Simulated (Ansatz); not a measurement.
The reference is Al2O3 in the corundum structure (space group R-3c, No. 167; a = 4.729 Å, c = 12.892 Å (hexagonal axes)).

Modification: the cell is scaled by 0.9850 in all directions; the atoms relax in the strained cell.

Computed with Ansatz (an electronic-structure program), LDA, PAW, cutoff 420 eV, no SOC.

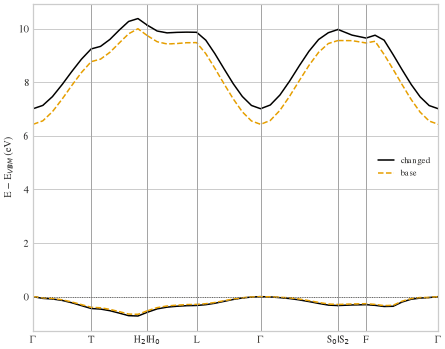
Figure: Highest valence and lowest conduction band along the path, each from its own valence-band maximum

Q: Read the changed gap and its character from the plot.

A: About 7.0 eV, direct at Γ.

No phonon test of stability was made.
